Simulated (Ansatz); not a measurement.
# GePN (triplet): from Hartree-Fock to the top rungs, cc-pVDZ

How much of the correlation energy of GePN (triplet) does each wave-function method recover here?

Program: Ansatz 0.2.0, Gaussian basis. Level of theory: cc-pVDZ, core rule «outside noble gas», up to 20 orbitals frozen. These are calculated values, not measurements.

The runs, in order: UHF; CCSD(T) on ROHF; CCSD(T) on UHF; BCCD(T) on ROHF; CISD as a restricted active space (open shells left free, so some higher excitations enter); CCSDT(Q) on ROHF; CCSDT(Q) on UHF.

29 further runs of the same task are left out: 9 for a known fault of the program, 9 that didn't finish, 11 set aside as unsound or not needed. Runs told in other sessions of the task aren't counted.

### 1 The system

The geometry is a PBE0/def2-TZVP stationary point (not a proven minimum) of the parent state, kept for this charge and spin. No spin-orbit coupling is included. The filled d shell of Ge may be among the frozen orbitals whatever the setting's name suggests.

3 atoms, charge 0, spin multiplicity 3.

Atoms are counted from 1 here; the program's logs count them from 0.

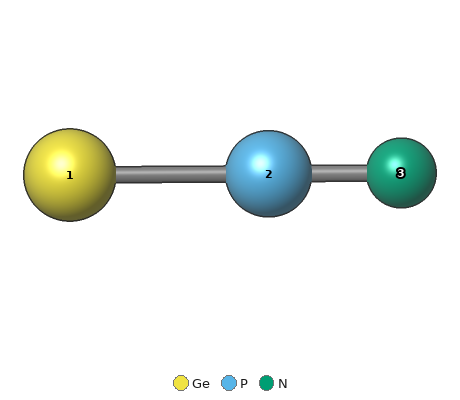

The structure; germanium yellow, phosphorus blue, nitrogen teal; atoms are numbered from 1 in the order of the file.

In the tables R marks a restricted open-shell determinant and U an unrestricted one; energies count from the table's Hartree-Fock row.

### 2 UHF

in.yaml

```yaml
crystal:
  periodic: [false, false, false]
  atoms:
    - {symbol: Ge, position_ang: [0.000000, 0.000000, 2.006400]}
    - {symbol: P, position_ang: [0.000000, 0.000000, -0.249628]}
    - {symbol: N, position_ang: [0.000000, 0.000000, -1.756772]}
basis:
  gaussian: {orbitals: cc-pVDZ}
magnetization: {spin_polarized: true, initial_magnetization: 2}
hamiltonian: {xc: hf}
output: {orbitals: {seedname: orbitals}}
```

Run with:

```bash
> ansatz run in.yaml --threads 1 --pin off --events-out ev --progress --plain --max-ram 2393MiB
```

The log of the run:

```text
Functional definition: HF
  name "HF"
  cite "Fock, Z. Phys. 61, 126 (1930) doi:10.1007/BF01340294"
  parent pbe
  exchange = exact_x
  correlation = 0
657 factors; integrals over basis functions are off by at most 9.5e-4 eV
mean field evaluation 1: about -67217.6428 eV, gradient 2.9e1 eV
mean field evaluation 2: about -67217.6499 eV, gradient 2.9e1 eV
mean field evaluation 4: about -67223.2029 eV, gradient 4.1e0 eV
mean field evaluation 8: about -67224.1966 eV, gradient 8.8e-1 eV
mean field evaluation 16: about -67221.6874 eV, gradient 1.2e1 eV
mean field evaluation 32: about -67223.0591 eV, gradient 4.3e-1 eV
mean field evaluation 64: about -67206.1823 eV, gradient 2.0e1 eV
mean field evaluation 96: about -67224.0573 eV, gradient 1.6e0 eV
mean field -67224.24615856 eV, -2470.4454800963 hartree, gradient 1.3e-5 eV, S^2 2.594881; 4 other end points of the search recorded, 0 dependent functions left out
reference -67224.24615856 eV, -2470.4454800963 hartree; 28, 26 occupied and 31, 33 virtual orbitals, 657 factors
Total energy: -67224.24615856 eV, -2470.4454800963 hartree
```

It took 3.5 s on 1 thread of Arm Neoverse V1, shared host.

From the report: ⟨S²⟩ of the determinant 2.595 (pure triplet: 2.00). The determinant of HF (⟨S²⟩ 2.59) is far from a pure spin state, so its energy mixes those of several spin states; that is harmless only where they are near-degenerate.

### 3 CCSD(T) on ROHF

Edit in.yaml of step 2 so:

```diff
@@ -8,4 +8,4 @@
   gaussian: {orbitals: cc-pVDZ}
-magnetization: {spin_polarized: true, initial_magnetization: 2}
-hamiltonian: {xc: hf}
-output: {orbitals: {seedname: orbitals}}
+magnetization: {spin_polarized: false, initial_magnetization: 2}
+correlation: {method: ccsd_t, electrons: outside_noble_gas}
+output: {forces: true}
```

Same command.

The log of the run, shortened:

```text
Functional definition: HF
  name "HF"
  cite "Fock, Z. Phys. 61, 126 (1930) doi:10.1007/BF01340294"
  parent pbe
[...]
657 factors; integrals over basis functions are off by at most 9.5e-4 eV
[...]
mean field -67223.26522169 eV, -2470.4094313316 hartree, gradient 2.7e-6 eV, S^2 2.000000; 8 other end points of the search recorded, 0 dependent functions left out
[...]
determinant -67223.26522169 eV, -2470.4094313316 hartree, with singles and doubles -67233.46023444 eV, -2470.7840911394 hartree
determinant -67220.64475818 eV, -2470.3131310736 hartree, with singles and doubles -67229.95530556 eV, -2470.6552873787 hartree
determinant -67220.56567432 eV, -2470.3102247953 hartree, with singles and doubles -67230.38660294 eV, -2470.6711372652 hartree
determinant -67220.27383992 eV, -2470.2995000789 hartree, with singles and doubles -67230.50734145 eV, -2470.6755743238 hartree
unrestricted determinant -67224.24615856 eV, -2470.4454800963 hartree, S^2 2.5949
20 core orbitals not correlated: weight in the atoms' cores, before any rotation towards them, 0.999 or more for the frozen orbitals, at most 0.000 for the correlated occupied ones
reference -67223.26522169 eV, -2470.4094313316 hartree; 8, 6 occupied and 31, 33 virtual orbitals, 657 factors
second order -9.90585782 eV of doubles, -0.09138888 eV of singles
cycle   1  -10.19187991 eV  change    3.1e-3 eV  update   4.7e-3
[...]
cycle  11  -10.19573978 eV  change   -1.5e-6 eV  update   6.8e-7
perturbative correction -0.61538858 eV, -0.0226151133 hartree
[...]
Total energy: -67234.07635006 eV, -2470.8067329708 hartree
Atom 0 at     0.000000     0.000000     2.006400 Å, force    -0.000000     0.000000     0.948402 eV/Å
Atom 1 at     0.000000     0.000000    -0.249628 Å, force    -0.000000     0.000000     1.455929 eV/Å
Atom 2 at     0.000000     0.000000    -1.756772 Å, force     0.000000    -0.000000    -2.404331 eV/Å
Dipole moment:     0.000000    -0.000000     0.486974 e Å
```

It took 21 s on 1 thread of Arm Neoverse V1, shared host.

From the report: correlation -10.8111 eV; T1 0.039; largest double amplitude 0.08.

### 4 CCSD(T) on UHF

Edit in.yaml of step 3 so:

```diff
@@ -8,3 +8,3 @@
   gaussian: {orbitals: cc-pVDZ}
-magnetization: {spin_polarized: false, initial_magnetization: 2}
+magnetization: {spin_polarized: true, initial_magnetization: 2}
 correlation: {method: ccsd_t, electrons: outside_noble_gas}
```

Same command.

The log of the run, shortened:

```text
Functional definition: HF
  name "HF"
  cite "Fock, Z. Phys. 61, 126 (1930) doi:10.1007/BF01340294"
  parent pbe
[...]
657 factors; integrals over basis functions are off by at most 9.5e-4 eV
[...]
mean field -67224.24615856 eV, -2470.4454800963 hartree, gradient 5.6e-6 eV, S^2 2.594881; 17 other end points of the search recorded, 0 dependent functions left out
determinant -67224.24615856 eV, -2470.4454800963 hartree, with singles and doubles -67233.49237867 eV, -2470.7852724182 hartree
determinant -67221.27089922 eV, -2470.3361413325 hartree, with singles and doubles -67230.34284019 eV, -2470.6695290140 hartree
determinant -67221.13414391 eV, -2470.3311156674 hartree, with singles and doubles -67230.31626588 eV, -2470.6685524261 hartree
determinant -67220.87932252 eV, -2470.3217511540 hartree, with singles and doubles -67230.44160245 eV, -2470.6731584599 hartree
[...]
20 core orbitals not correlated: weight in the atoms' cores, before any rotation towards them, 0.999 or more for the frozen orbitals, at most 0.000 for the correlated occupied ones
reference -67224.24615856 eV, -2470.4454800963 hartree; 8, 6 occupied and 31, 33 virtual orbitals, 657 factors
second order -7.75556413 eV of doubles, -0.00000000 eV of singles
cycle   1  -9.25140524 eV  change   -5.2e-3 eV  update   7.1e-3
[...]
cycle  12  -9.27958444 eV  change   -2.0e-6 eV  update   8.8e-7
perturbative correction -0.50171725 eV, -0.0184377688 hartree
[...]
Total energy: -67234.02746025 eV, -2470.8049363035 hartree
Atom 0 at     0.000000     0.000000     2.006400 Å, force     0.000000    -0.000000     0.893417 eV/Å
Atom 1 at     0.000000     0.000000    -0.249628 Å, force    -0.000000    -0.000000     1.312072 eV/Å
Atom 2 at     0.000000     0.000000    -1.756772 Å, force     0.000000     0.000000    -2.205489 eV/Å
Dipole moment:     0.000000     0.000000     0.500194 e Å
```

It took 32 s on 1 thread of Arm Neoverse V1, shared host.

From the report: ⟨S²⟩ of the determinant 2.595 (pure triplet: 2.00); correlation -9.7813 eV; T1 0.071; largest double amplitude 0.09. The determinant of CCSD(T) (⟨S²⟩ 2.59) is far from a pure spin state, so its energy mixes those of several spin states; high orders of coupled cluster remove much of that, low ones don't.

### 5 BCCD(T) on ROHF

Edit in.yaml of step 4 so:

```diff
@@ -8,4 +8,3 @@
   gaussian: {orbitals: cc-pVDZ}
-magnetization: {spin_polarized: true, initial_magnetization: 2}
-correlation: {method: ccsd_t, electrons: outside_noble_gas}
-output: {forces: true}
+magnetization: {spin_polarized: false, initial_magnetization: 2}
+correlation: {method: bccd_t, electrons: outside_noble_gas}
```

The command is unchanged.

The log of the run, shortened:

```text
Functional definition: HF
  name "HF"
  cite "Fock, Z. Phys. 61, 126 (1930) doi:10.1007/BF01340294"
  parent pbe
[...]
657 factors; integrals over basis functions are off by at most 9.5e-4 eV
[...]
mean field -67223.26522169 eV, -2470.4094313316 hartree, gradient 2.7e-6 eV, S^2 2.000000; 8 other end points of the search recorded, 0 dependent functions left out
[...]
determinant -67223.26522169 eV, -2470.4094313316 hartree, with singles and doubles -67233.46023444 eV, -2470.7840911394 hartree
determinant -67220.64475818 eV, -2470.3131310736 hartree, with singles and doubles -67229.95530556 eV, -2470.6552873787 hartree
determinant -67220.56567432 eV, -2470.3102247953 hartree, with singles and doubles -67230.38660294 eV, -2470.6711372652 hartree
determinant -67220.27383992 eV, -2470.2995000789 hartree, with singles and doubles -67230.50734145 eV, -2470.6755743238 hartree
unrestricted determinant -67224.24615856 eV, -2470.4454800963 hartree, S^2 2.5949
20 core orbitals not correlated: weight in the atoms' cores, before any rotation towards them, 0.999 or more for the frozen orbitals, at most 0.000 for the correlated occupied ones
reference -67223.26522169 eV, -2470.4094313316 hartree; 8, 6 occupied and 31, 33 virtual orbitals, 657 factors
second order -9.90585782 eV of doubles, -0.09138888 eV of singles
cycle   1  -10.12517992 eV  change    7.0e-2 eV  update   2.7e-2
[...]
cycle  12  -10.16765229 eV  change    1.2e-5 eV  update   9.5e-6
perturbative correction -0.64298143 eV, -0.0236291315 hartree
Total energy: -67234.07585541 eV, -2470.8067147930 hartree
```

Wall time 17 s (1 thread of Arm Neoverse V1, shared host).

From the report: correlation -10.8106 eV; largest double amplitude 0.08.

### 6 CISD as a restricted active space (open shells left free, so some higher excitations enter)

Edit in.yaml of step 5 so:

```diff
@@ -9,2 +9,2 @@
 magnetization: {spin_polarized: false, initial_magnetization: 2}
-correlation: {method: bccd_t, electrons: outside_noble_gas}
+correlation: {active_space: {ras: {orbitals: [6, 2, 31], electrons: 14, max_holes: 2, max_particles: 2}, fixed_orbitals: true}}
```

Launched as before.

The log of the run:

```text
Functional definition: HF
  name "HF"
  cite "Fock, Z. Phys. 61, 126 (1930) doi:10.1007/BF01340294"
  parent pbe
  exchange = exact_x
  correlation = 0
657 factors; integrals over basis functions are off by at most 9.5e-4 eV
mean field evaluation 1: about -67217.8267 eV, gradient 3.7e1 eV
mean field evaluation 2: about -67217.8338 eV, gradient 3.7e1 eV
mean field evaluation 4: about -67222.9302 eV, gradient 3.7e0 eV
mean field evaluation 8: about -67223.2640 eV, gradient 2.9e-1 eV
mean field evaluation 16: about -67220.6280 eV, gradient 1.0e0 eV
mean field evaluation 32: about -67220.8078 eV, gradient 1.3e0 eV
mean field evaluation 64: about -67217.8267 eV, gradient 3.7e1 eV
mean field -67223.26522169 eV, -2470.4094313316 hartree, gradient 2.7e-6 eV, S^2 2.000000; 6 other end points of the search recorded, 0 dependent functions left out
reference -67223.26522169 eV, -2470.4094313316 hartree; 28, 26 occupied and 31, 33 virtual orbitals, 657 factors
state -67232.18756794 eV, -2470.7373215081 hartree
Total energy: -67232.18756794 eV, -2470.7373215081 hartree
```

Wall time 14 s (1 thread of Arm Neoverse V1, shared host).

From the report: 76,354 determinants.

### 7 CCSDT(Q) on ROHF

Edit in.yaml of step 6 so:

```diff
@@ -9,2 +9,2 @@
 magnetization: {spin_polarized: false, initial_magnetization: 2}
-correlation: {active_space: {ras: {orbitals: [6, 2, 31], electrons: 14, max_holes: 2, max_particles: 2}, fixed_orbitals: true}}
+correlation: {method: ccsdt_q, electrons: outside_noble_gas}
```

Launched as before.

The log of the run, shortened:

```text
Functional definition: HF
  name "HF"
  cite "Fock, Z. Phys. 61, 126 (1930) doi:10.1007/BF01340294"
  parent pbe
[...]
1111 factors; integrals over basis functions are off by at most 1.7e-7 eV
[...]
mean field -67223.26534542 eV, -2470.4094358782 hartree, gradient 2.3e-6 eV, S^2 2.000000; 8 other end points of the search recorded, 0 dependent functions left out
[...]
determinant -67223.26534542 eV, -2470.4094358782 hartree, with singles and doubles -67233.46033840 eV, -2470.7840949602 hartree
determinant -67220.64488104 eV, -2470.3131355888 hartree, with singles and doubles -67229.95542050 eV, -2470.6552916027 hartree
determinant -67220.56579406 eV, -2470.3102291958 hartree, with singles and doubles -67230.38672622 eV, -2470.6711417958 hartree
determinant -67220.27394381 eV, -2470.2995038968 hartree, with singles and doubles -67230.50745998 eV, -2470.6755786796 hartree
unrestricted determinant -67224.24627252 eV, -2470.4454842842 hartree, S^2 2.5949
20 core orbitals not correlated: weight in the atoms' cores, before any rotation towards them, 0.999 or more for the frozen orbitals, at most 0.000 for the correlated occupied ones
reference -67223.26534542 eV, -2470.4094358782 hartree; 8, 6 occupied and 31, 33 virtual orbitals, 1111 factors
second order -9.90584505 eV of doubles, -0.09138877 eV of singles
cycle   1  -9.42447636 eV  change    5.8e-1 eV  update   1.8e-1
[...]
cycle  22  -10.82316198 eV  change   -4.6e-7 eV  update   7.4e-7
perturbative correction -0.09261634 eV, -0.0034035877 hartree
Total energy: -67234.18112374 eV, -2470.8105833326 hartree
```

Wall time 70 s (1 thread of Arm Neoverse V1, shared host); peak memory 0.67 GiB.

From the report: correlation -10.9158 eV; T1 0.040; largest double amplitude 0.08.

### 8 CCSDT(Q) on UHF

Edit in.yaml of step 7 so:

```diff
@@ -8,3 +8,3 @@
   gaussian: {orbitals: cc-pVDZ}
-magnetization: {spin_polarized: false, initial_magnetization: 2}
+magnetization: {spin_polarized: true, initial_magnetization: 2}
 correlation: {method: ccsdt_q, electrons: outside_noble_gas}
```

The command is unchanged.

The log of the run, shortened:

```text
Functional definition: HF
  name "HF"
  cite "Fock, Z. Phys. 61, 126 (1930) doi:10.1007/BF01340294"
  parent pbe
[...]
1111 factors; integrals over basis functions are off by at most 1.7e-7 eV
[...]
mean field -67224.24627252 eV, -2470.4454842842 hartree, gradient 5.3e-6 eV, S^2 2.594875; 17 other end points of the search recorded, 0 dependent functions left out
determinant -67224.24627252 eV, -2470.4454842842 hartree, with singles and doubles -67233.49248580 eV, -2470.7852763551 hartree
determinant -67221.27102575 eV, -2470.3361459825 hartree, with singles and doubles -67230.34294950 eV, -2470.6695330311 hartree
determinant -67221.21692346 eV, -2470.3341577599 hartree, with singles and doubles -67229.91134127 eV, -2470.6536717212 hartree
determinant -67221.13428114 eV, -2470.3311207107 hartree, with singles and doubles -67230.31638491 eV, -2470.6685568003 hartree
[...]
determinant -67220.82330199 eV, -2470.3196924376 hartree, with singles and doubles -67229.86172734 eV, -2470.6518484426 hartree
determinant -67220.78823245 eV, -2470.3184036559 hartree, with singles and doubles -67229.93914128 eV, -2470.6546933527 hartree
determinant -67220.20282587 eV, -2470.2968903608 hartree, with singles and doubles -67228.43597735 eV, -2470.5994530969 hartree
20 core orbitals not correlated: weight in the atoms' cores, before any rotation towards them, 0.999 or more for the frozen orbitals, at most 0.000 for the correlated occupied ones
reference -67224.24627252 eV, -2470.4454842842 hartree; 8, 6 occupied and 31, 33 virtual orbitals, 1111 factors
second order -7.75556668 eV of doubles, -0.00000000 eV of singles
cycle   1  -8.25527591 eV  change   -5.0e-1 eV  update   1.5e-1
[...]
cycle  24  -9.86161236 eV  change   -8.1e-7 eV  update   3.6e-7
perturbative correction -0.08049074 eV, -0.0029579801 hartree
Total energy: -67234.18837561 eV, -2470.8108498340 hartree
```

It took 78 s on 1 thread of Arm Neoverse V1, shared host; peak memory 0.52 GiB.

From the report: ⟨S²⟩ of the determinant 2.595 (pure triplet: 2.00); correlation -9.9421 eV; T1 0.078; largest double amplitude 0.11. The determinant of CCSDT(Q) (⟨S²⟩ 2.59) is far from a pure spin state, so its energy mixes those of several spin states; high orders of coupled cluster remove much of that, low ones don't.

### 9 Misses and costs

No level here is safe as a reference; RCCSDT(Q) serves as a yardstick only. Rows without a time are mean-field rows or come out of runs for another level: lower rungs of the coupled-cluster runs, or the Hartree-Fock search. The times of RCCSD(T), UCCSD(T) include forces.

| method | energy from the lowest ROHF (meV) | from RCCSDT(Q) (meV) | time |
| --- | --- | --- | --- |
| ROHF | 0.0 | +10915.9 |  |
| UHF | -980.9 | +9935.0 |  |
| RMP2 | -9997.2 | +918.7 |  |
| UMP2 | -8736.5 | +2179.4 |  |
| CISD | -8922.3 | +1993.6 | 14 s |
| RCCSD | -10195.7 | +720.2 |  |
| UCCSD | -10260.5 | +655.4 |  |
| RCCSD(T) | -10811.1 | +104.8 | 21 s |
| UCCSD(T) | -10762.2 | +153.7 | 32 s |
| BCCD(T) | -10810.6 | +105.3 | 17 s |
| RCCSDT | -10823.3 | +92.6 |  |
| UCCSDT | -10842.7 | +73.2 |  |
| RCCSDT(Q) | -10915.9 | 0 | 70 s |
| UCCSDT(Q) | -10923.2 | -7.3 | 78 s |

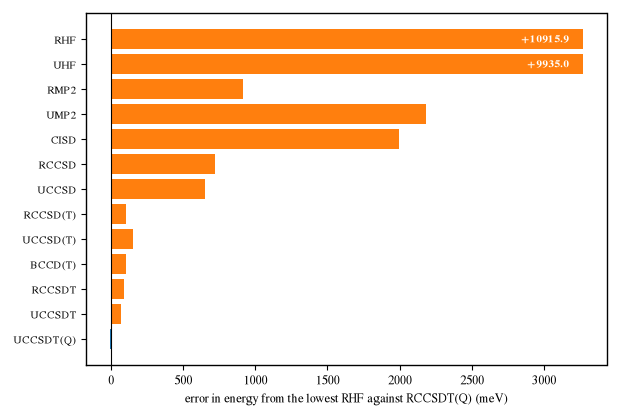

How far each level lands from RCCSDT(Q). Bars with a number in them are cut short.

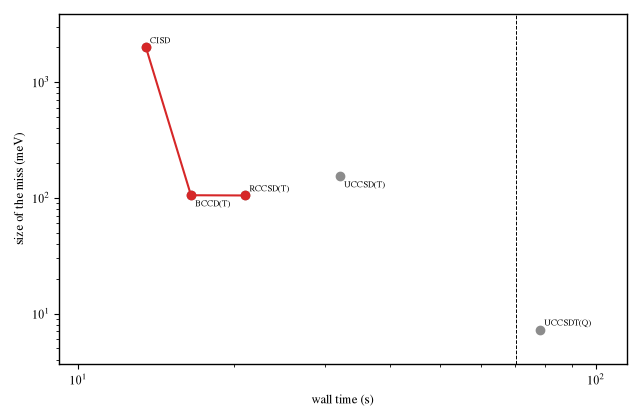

Miss against cost. Red marks the levels that no quicker level drawn beats (of those quicker than the yardstick), and the dashed line is the time of RCCSDT(Q). Times are from a shared host.

### 10 Results

| quantity | value |
| --- | --- |
| RCCSDT(Q) from the ROHF energy | -10.9159 eV |
| RMP2 from RCCSDT(Q) | +918.7 meV |
| UMP2 from RCCSDT(Q) | +2179.4 meV |
| RCCSD from RCCSDT(Q) | +720.2 meV |
| RCCSD(T) from RCCSDT(Q) | +104.8 meV |
| UCCSD(T) from RCCSDT(Q) | +153.7 meV |
| UCCSDT(Q) from RCCSDT(Q) | -7.3 meV |
| T1 diagnostic | 0.039 |

In words: RCCSD(T) misses by +104.8 meV, 1.0 % of the correlation energy. CCSD(T) misses by +104.8 meV on the restricted determinant and by +153.7 meV on the unrestricted one; the two need not hold the same state or core. Warnings: spin contamination.

With open shells the CI space here admits some higher excitations, so it is larger than plain CISD.
